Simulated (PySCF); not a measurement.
# C3H6SSi, SMILES `C=C1C[SiH2]S1`: electronic structure

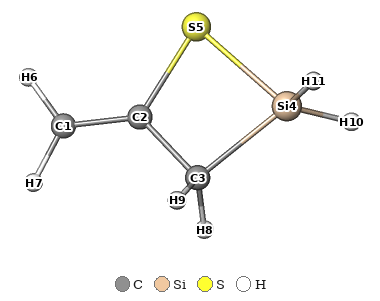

The molecule, with its atoms numbered as below. No frequency check shows the geometry to be a minimum.

Geometry (Å), atoms numbered from 1:

```
C1      -2.3170   -0.2524    0.0013
C2      -0.9986   -0.2237   -0.0004
C3      -0.0241   -1.3727   -0.0012
Si4      1.5332   -0.2766    0.0008
S5       0.0000    1.2536   -0.0006
H6      -2.9025    0.6493    0.0026
H7      -2.8500   -1.1888    0.0012
H8      -0.1558   -2.0059   -0.8814
H9      -0.1589   -2.0094    0.8725
H10      2.3218   -0.2660   -1.2217
H11      2.3176   -0.2709    1.2284
```

## 1. Bonding charge

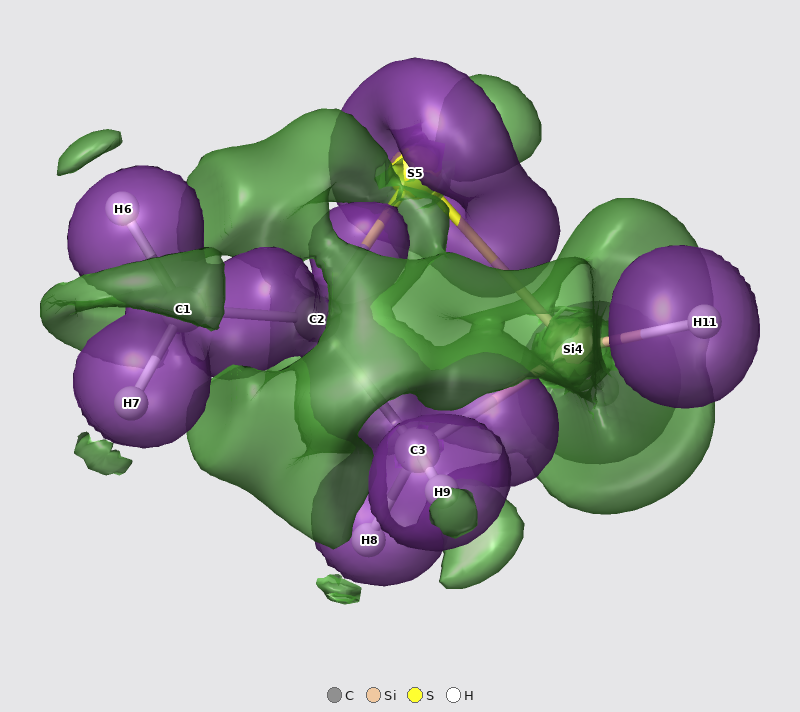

Deformation density (molecule less spherical, spin-averaged free atoms at the same positions), surfaces at ±0.04 e/Å³; purple: gain, green: loss.

Level of theory: B3LYP/def2-SVP (PySCF), at a geometry from GFN2-xTB.

Describe the bonding that the map shows.

Answer. C1–C2: +0.71 e/Å³ at the bond critical point (bond length 1.32 Å, Mayer order 2.0). C1–H6: +0.70 e/Å³ at the bond critical point (bond length 1.07 Å, Mayer order 0.9). C1–H7: +0.69 e/Å³ at the bond critical point (bond length 1.08 Å, Mayer order 0.9). C3–H9 and C3–H8: +0.65 e/Å³ at the bond critical point (bond length 1.09 Å, Mayer order 0.9). C2–C3: +0.47 e/Å³ at the bond critical point (bond length 1.51 Å, Mayer order 1.0). C2–S5: +0.27 e/Å³ at the bond critical point (bond length 1.78 Å, Mayer order 1.0). Si4–H10 and Si4–H11: +0.19 e/Å³ at the bond critical point (bond length 1.46 Å, Mayer order 0.9). C3–Si4: +0.15 e/Å³ at the bond critical point (bond length 1.90 Å, Mayer order 1.0). Si4–S5: +0.07 e/Å³ at the bond critical point (bond length 2.17 Å, Mayer order 1.1); up to 0.6 Å beside the axis the gain reaches +0.19 e/Å³. In all, 2.6 electrons gather in the regions of gain relative to the promolecule. A small or negative value marks a very polar bond, one between electron-rich atoms, whose free-atom densities already overlap strongly, a long bond to a heavier atom, or a closed-shell contact such as a hydrogen bond.

Where do the Hirshfeld charges lie?

Answer. The highest Hirshfeld charge is on Si4 (+0.35 e), the lowest on C3 (−0.15 e).

## 2. Local ionisation energy

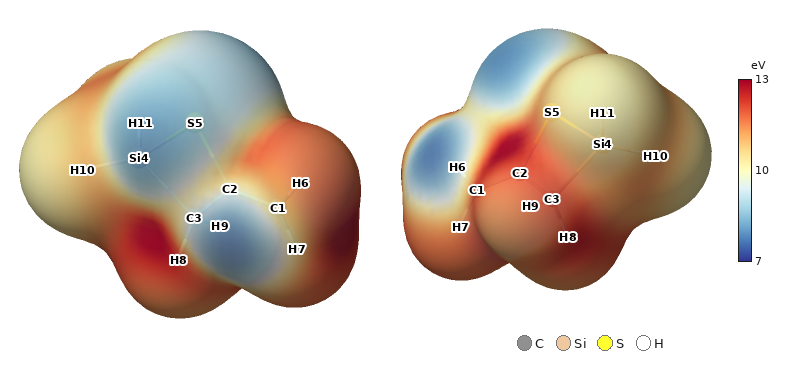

Average local ionisation energy on the surface of electron density 0.001 a.u. (back view left, front view right).

Where are the most loosely bound electrons on this surface?

Answer. The lowest value is 7.8 eV, over C1, off the plane of its three bonds (2.0 Å), and at like points elsewhere. Further minima include 8.0 eV, 2.2 Å from S5, and at like points elsewhere; 10.1 eV, 1.4 Å from H11, and at like points elsewhere. For comparison, the highest occupied orbital lies at −6.0 eV.

## 3. Removing or adding an electron

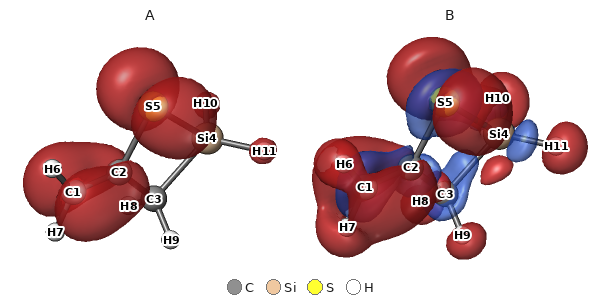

The Fukui function f⁻ from two separate SCF calculations and the density of the HOMO, at ±0.015 e/Å³ (red positive, blue negative).

Method: PBE0/def2-SVPD; geometry: GFN2-xTB; program: PySCF.

Which panel is which, and how good is the frozen-orbital picture?

Answer. B is f⁻ (it has negative regions), A the HOMO density. The HOMO lies on S5 (45 %), C1 (27 %) and C2 (13 %); f⁻ (Hirshfeld-condensed) is largest on S5 (0.34); the vertical ionisation energy is 8.29 eV (the stability of the cation's solution wasn't checked). Relaxation shifts 26 % of the electron between atoms. The orbital energy is −6.37 eV.

## 4. Stretching a bond

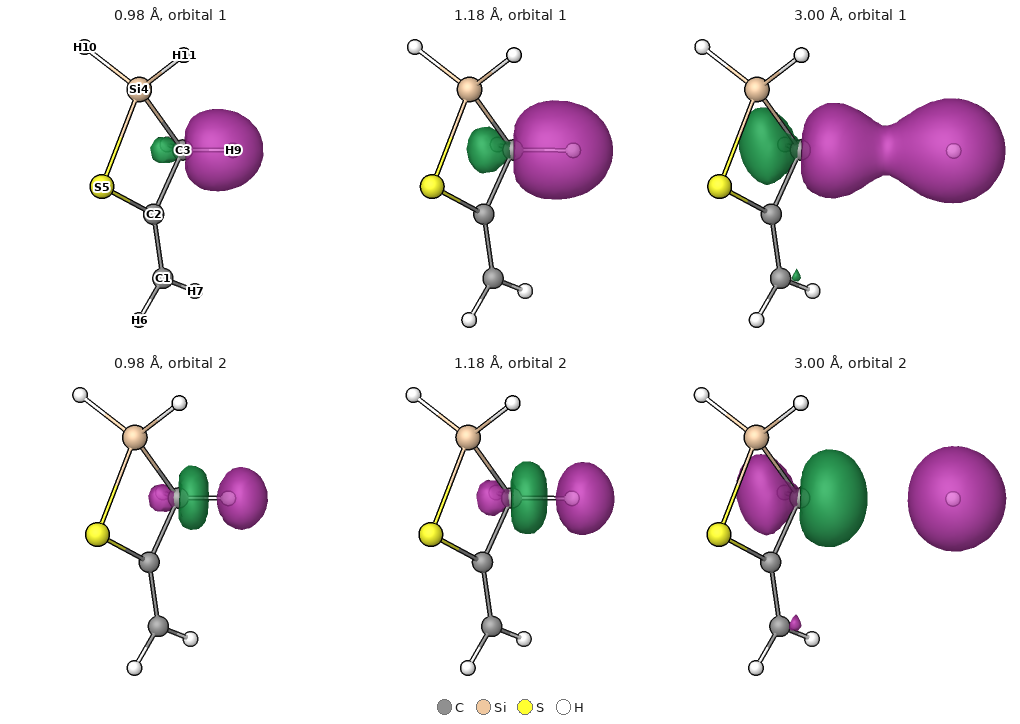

Rigid stretch of the C3–H9 bond. The two CASSCF(2,2) natural orbitals nearest half filling (orbital 1 the more occupied).

Computed with PySCF, cc-pVDZ basis, geometry: GFN2-xTB.

How do the occupations change along the stretch?

Answer. 0.98 Å: 1.99 and 0.01; 1.18 Å: 1.98 and 0.02; 3.00 Å: 1.29 and 0.71. At the longest distance computed (3.00 Å) they are 1.29 and 0.71, and the effective number of unpaired electrons is 1.7.

UHF's ⟨S²⟩ passes 1 along the scan (up to 1.16), so it also polarises electrons outside the stretched bond; its energy lowering isn't due to that bond alone.

Where does the UHF solution part from RHF?

Answer. Between 1.44 Å (⟨S²⟩ = 0, the two coincide) and 1.66 Å (⟨S²⟩ = 0.23); at 3.00 Å ⟨S²⟩ is 1.16 and UHF lies 3.3 eV below RHF.

How much energy does the stretch cost?

Answer. By CASSCF, 4.0 eV from the lowest point of the scan (1.07 Å) to 3.00 Å; RHF gives 6.8 eV from its own lowest point. The fragments aren't relaxed and dynamic correlation is missing, so this isn't a bond dissociation energy.
